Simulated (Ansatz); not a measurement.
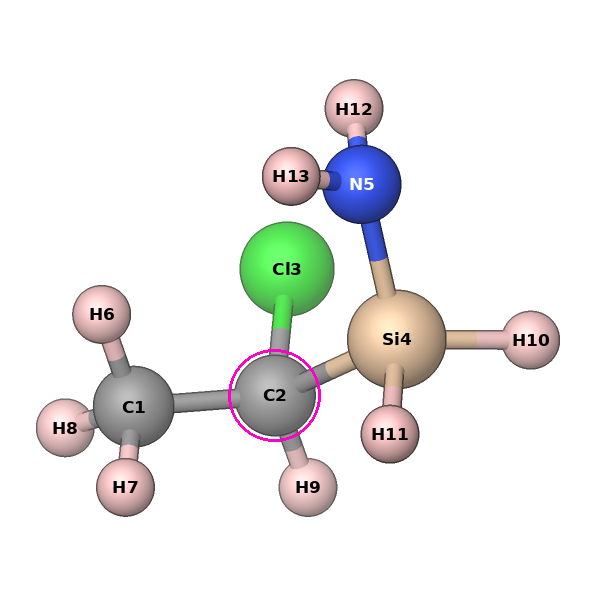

Depth is shown by fading: the farther an atom, the more it takes the colour of the background. Circles mark the stereogenic atoms. Computed geometry: PBE-D4/def2-SVP optimisation. No frequency run is at hand to confirm it as a minimum.

Q: What are the Cahn–Ingold–Prelog descriptors?

A: C2: R (priorities Cl3 > Si4 > C1 > H9).

Q: Write the isomeric SMILES.

A: C[C@@H](Cl)[SiH2]N
